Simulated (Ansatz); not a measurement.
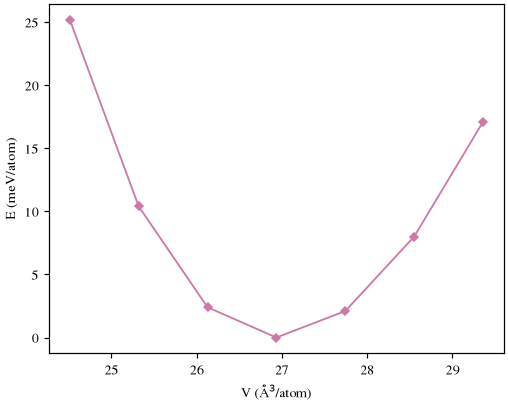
Fig. 1. Cd (simple cubic, Pm-3m) under volume change, PBE (plane waves, PAW; program Ansatz), scaled uniformly.

Q: What does a third-order Birch–Murnaghan fit give for V₀, B₀ and B′?

A: V₀ = 26.93 Å³/atom, B₀ = 30.3 GPa, B′ = 5.6.

A made-up cell: these elements were put on the sites of a structure type; neither database checked (COD, Materials Project) lists it. It is not the phase usual at ambient conditions (space group No. 194). Symmetry was held in the PBE relaxation. At this level the phase is mechanically unstable.

Potentials: the later of the program's two PAW sets.
